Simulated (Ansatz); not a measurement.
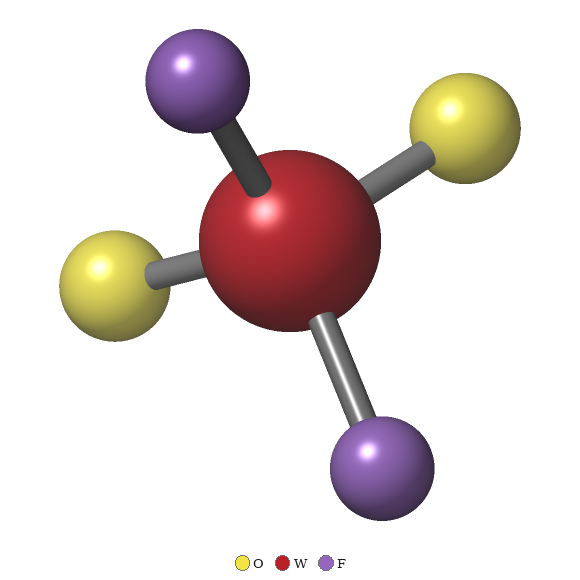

A molecule with one transition-metal atom. Charge 0, singlet. The computed structure is the end point of a PBE0-D4/def2-TZVP optimisation. No frequency run is at hand to confirm it as a minimum.

### What is the coordination number of the metal, and which atoms bind to it?

W binds 4 atoms: 2 O at 1.69 Å, 2 F at 1.85 Å. The arrangement is tetrahedral.

### What are the formal oxidation state of the metal and its number of d electrons?

W(VI), d⁰, counting the ligands as closed-shell ions or neutral donors.
